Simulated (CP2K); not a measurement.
# AlSiH5TeSO (SMILES O[SiH2][Al]([SH])[TeH]): IPEA1-xTB

What is the energy difference between two shapes of AlSiH5TeSO at IPEA1-xTB? 

The results are computed with CP2K 2026.2.

4 further runs of the same task are left out: 1 that didn't finish, 3 set aside as unsound or not needed.

## 1. The system as given

The species is AlSiH5TeSO (10 atoms), meant as a singlet with charge 0. SMILES: `O[SiH2][Al]([SH])[TeH]`. Geometry: a rough force-field guess. This is one conformer, not always the lowest.

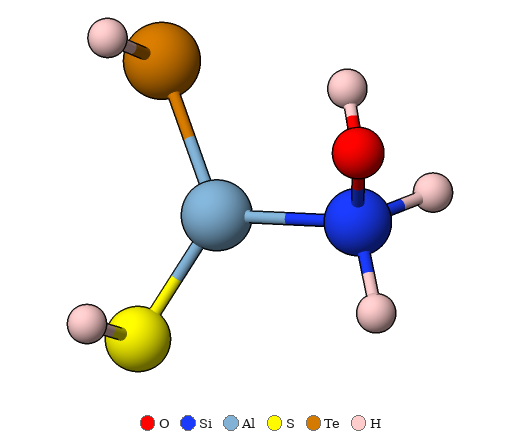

Viewed from a chosen angle; oxygen red, silicon blue, aluminium light blue, sulfur yellow, tellurium orange, hydrogen pink.

## 2. Energy and forces at IPEA1-xTB

gas.inp reads:

```
&GLOBAL
    PROJECT gas
    RUN_TYPE ENERGY_FORCE
    PRINT_LEVEL MEDIUM
&END
&FORCE_EVAL
    METHOD QUICKSTEP
    &DFT
        # Quickstep
        &QS
            METHOD XTB
            EPS_DEFAULT 1.0E-10
            &XTB
                GFN_TYPE TBLITE
                &TBLITE
                    METHOD IPEA1
                &END
                CHECK_ATOMIC_CHARGES F
            &END
        &END
        &POISSON
            PERIODIC NONE
            POISSON_SOLVER ANALYTIC
        &END
        &SCF
            SCF_GUESS ATOMIC
            EPS_SCF 1.0E-07
            MAX_SCF 150
            ADDED_MOS 2
            &DIAGONALIZATION
                ALGORITHM STANDARD
            &END
            &MIXING
                METHOD DIRECT_P_MIXING
                ALPHA 0.4
            &END
        &END
        # extra output
        &PRINT
            &MOMENTS
                PERIODIC F
                REFERENCE COM
                MAX_MOMENT 1
            &END
            &MO ON
                ENERGIES T
                OCCUPATION_NUMBERS T
                NDIGITS 6
                &EACH
                    QS_SCF 0
                &END
                ADD_LAST NUMERIC
            &END
            &HIRSHFELD OFF
            &END
        &END
    &END
    # structure
    &SUBSYS
        # box in angstrom
        &CELL
            ABC 17.1 17.2 14.7
            PERIODIC NONE
        &END
        &COORD
            UNIT bohr
            O      3.6974381    -0.0009449     2.5067217
            Si     2.4700610    -1.6461404    -0.0209760
            Al    -1.5928502    -0.0874943    -1.2338022
            S     -4.8136994    -2.6397584    -1.0612702
            Te    -2.0233298     4.5939242    -2.6422151
            H      3.8172468     1.8458845     1.8050664
            H      4.2785289    -1.4159718    -2.1586342
            H      2.3192609    -4.2764502     0.7090252
            H     -5.4507260    -1.9520871     1.5471188
            H     -2.5447052     5.4822845     0.5542567
        &END
        &TOPOLOGY
            &CENTER_COORDINATES
            &END
        &END
    &END
    &PRINT
        &FORCES ON
        &END
    &END
&END
```

The run is started by

```sh
$ OMP_NUM_THREADS=1 cp2k.psmp -i gas.inp -o gas.out
```

What it wrote:

```text
CP2K| version string:                                       CP2K version 2026.2
[...]
 GLOBAL| Method name                                                        CP2K
[...]
 GLOBAL| Run type                                                   ENERGY_FORCE
[...]
                             - Atoms:                                         10
[...]
                             - Spherical basis functions:                     51
[...]
 Number of electrons:                                                         30
[...]
  *** SCF run converged in    18 steps ***
[...]
  Fermi energy:                                                -0.30782097751269
[...]
 TB_DIPOLE| Moment [Debye]          1.07495647       1.71502465       0.93919354
 TB_DIPOLE| Derivative [a.u.]       0.00000000       0.00000000       0.00000000
[...]
 ENERGY| Total FORCE_EVAL ( QS ) energy [hartree]            -18.387433798962039
 FORCES| Atomic forces [hartree/bohr]
 FORCES|   Atom     x               y               z               |f|
 FORCES|      1 -1.87934043E-02  4.07661538E-02 -7.80475423E-02   9.00360495E-02
 FORCES|      2  1.05531598E-02  2.41602645E-02  2.16596620E-02   3.41207931E-02
 FORCES|      3  1.10306226E-02  1.59493732E-02  1.34080675E-03   1.94384902E-02
 FORCES|      4 -1.95952351E-02  1.33205049E-02  5.02408878E-02   5.55477803E-02
 FORCES|      5 -8.82305959E-03 -3.83471071E-03  4.54214155E-02   4.64290467E-02
 FORCES|      6  1.95920157E-03 -6.03124427E-02  3.85549581E-02   7.16094547E-02
 FORCES|      7 -6.00367569E-03 -6.14533613E-03  1.29133478E-02   1.55101202E-02
 FORCES|      8  8.46635042E-03  2.03457785E-03  2.49625381E-03   9.05813885E-03
 FORCES|      9  1.41990359E-02 -1.26078343E-02 -5.28505361E-02   5.61582520E-02
 FORCES|     10  7.00700445E-03 -1.33305504E-02 -4.17292534E-02   4.43636369E-02
 FORCES| Sum    -1.03216047E-16  2.16840434E-16  1.38777878E-16
 FORCES| Total atomic force                                       2.77367312E-16
[...]
```

Wall time 0.32 s (1 thread of Arm Neoverse V1, shared host).

## 3. The distorted shape at the same level

qs.inp reads:

```
&GLOBAL
 PROJECT qs
 RUN_TYPE ENERGY_FORCE
 PRINT_LEVEL MEDIUM
&END GLOBAL

&FORCE_EVAL
 METHOD QS
 &DFT
  # Quickstep
  &QS
   METHOD XTB
   EPS_DEFAULT 1.0E-10
   &XTB
    GFN_TYPE TBLITE
    &TBLITE
     METHOD IPEA1
    &END TBLITE
    CHECK_ATOMIC_CHARGES F
   &END XTB
  &END QS
  &POISSON
   PERIODIC NONE
   POISSON_SOLVER ANALYTIC
  &END POISSON
  &SCF
   SCF_GUESS ATOMIC
   EPS_SCF 1.0E-07
   MAX_SCF 150
   ADDED_MOS 2
   &DIAGONALIZATION
    ALGORITHM STANDARD
   &END DIAGONALIZATION
   &MIXING
    METHOD DIRECT_P_MIXING
    ALPHA 0.4
   &END MIXING
  &END SCF
  # extra output
  &PRINT
   &MOMENTS
    PERIODIC F
    REFERENCE COM
    MAX_MOMENT 1
   &END MOMENTS
   &MO ON
    ENERGIES T
    OCCUPATION_NUMBERS T
    NDIGITS 6
    &EACH
     QS_SCF 0
    &END EACH
    ADD_LAST NUMERIC
   &END MO
   &HIRSHFELD OFF
   &END HIRSHFELD
  &END PRINT
 &END DFT
 # structure
 &SUBSYS
  &CELL
   ABC 17.1 17.1 14.8
   PERIODIC NONE
  &END CELL
  &COORD
   UNIT bohr
   O      3.6778284     0.1138125     2.5679073
   Si     2.4526170    -1.5750074    -0.1047494
   Al    -1.6720939    -0.2118383    -1.1267284
   S     -4.8134405    -2.6509267    -1.1562176
   Te    -2.0243616     4.6273497    -2.6785451
   H      3.7962633     1.9598501     1.5918221
   H      4.2724553    -1.4331872    -2.0664590
   H      2.6105754    -4.2194731     0.6704049
   H     -5.4202372    -1.9057321     1.5132417
   H     -2.6562142     5.4608852     0.6035313
  &END COORD
  &TOPOLOGY
   &CENTER_COORDINATES
   &END CENTER_COORDINATES
  &END TOPOLOGY
 &END SUBSYS
 # extra output
 &PRINT
  &FORCES ON
  &END FORCES
 &END PRINT
&END FORCE_EVAL
```

The run is started by

```sh
$ OMP_NUM_THREADS=1 cp2k.psmp -i qs.inp > qs.out 2>&1
```

What it wrote:

```text
CP2K| version string:                                       CP2K version 2026.2
[...]
 GLOBAL| Method name                                                        CP2K
[...]
 GLOBAL| Run type                                                   ENERGY_FORCE
[...]
                             - Atoms:                                         10
[...]
                             - Spherical basis functions:                     51
[...]
 Number of electrons:                                                         30
[...]
  *** SCF run converged in    19 steps ***
[...]
  Fermi energy:                                                -0.30795616630558
[...]
 TB_DIPOLE| Moment [Debye]          0.48822531       1.06849412       0.70235370
 TB_DIPOLE| Derivative [a.u.]       0.00000000       0.00000000       0.00000000
[...]
 ENERGY| Total FORCE_EVAL ( QS ) energy [hartree]            -18.354682058594655
 FORCES| Atomic forces [hartree/bohr]
 FORCES|   Atom     x               y               z               |f|
 FORCES|      1 -2.22239886E-02  5.63595864E-02 -1.14253332E-01   1.29321818E-01
 FORCES|      2  7.96503377E-03  1.70276166E-02  6.21731445E-02   6.49529167E-02
 FORCES|      3  2.48264836E-02  4.34901315E-02 -8.48600873E-03   5.07913198E-02
 FORCES|      4 -3.64793905E-02  3.22447670E-03  5.81279023E-02   6.87022285E-02
 FORCES|      5 -1.06221661E-02 -1.66218098E-02  5.97947055E-02   6.29644485E-02
 FORCES|      6 -3.71123826E-05 -8.08611690E-02  5.94472093E-02   1.00361849E-01
 FORCES|      7  9.83203270E-03  1.04280299E-03 -8.54648626E-03   1.30689989E-02
 FORCES|      8  2.40856021E-03  5.89797389E-03  1.36527627E-03   6.51546143E-03
 FORCES|      9  1.44644458E-02 -1.56849858E-02 -5.94410153E-02   6.31543607E-02
 FORCES|     10  9.86610160E-03 -1.38746236E-02 -5.01813951E-02   5.29907309E-02
 FORCES| Sum     6.41847686E-17 -1.23165367E-16 -4.71844785E-16
 FORCES| Total atomic force                                       4.91860645E-16
[...]
```

Wall time 0.32 s (1 thread of Arm Neoverse V1, shared host).

## 4. What came out

Level: IPEA1-xTB.

| quantity | value |
| --- | --- |
| first shape: total energy | -18.38743 Eh |
| first shape: dipole moment (from atomic charges alone) | 2.23 D |
| first shape: HOMO energy | -10.19 eV |
| first shape: LUMO energy | -7.48 eV |
| first shape: HOMO–LUMO gap | 2.71 eV |
| first shape: largest force on an atom | 4.630 eV/Å |
| distorted shape: total energy | -18.35468 Eh |
| distorted shape: dipole moment (from atomic charges alone) | 1.37 D |
| distorted shape: HOMO energy | -10.30 eV |
| distorted shape: LUMO energy | -7.48 eV |
| distorted shape: HOMO–LUMO gap | 2.82 eV |
| distorted shape: largest force on an atom | 6.650 eV/Å |
| energy change with the atoms displaced | 0.891 eV |

**Reading.** With the atoms displaced the energy rises by 0.89 eV (86.0 kJ/mol). The first shape isn't relaxed at this level, so the change isn't measured from a minimum. The largest force (first shape) is 4.63 eV/Å: the shape isn't a stationary point for this species at this level. The dipole (first shape) comes from point charges on the atoms alone, without atomic dipoles, so it is partial. The dipole (distorted shape) comes from point charges on the atoms alone, without atomic dipoles, so it is partial.
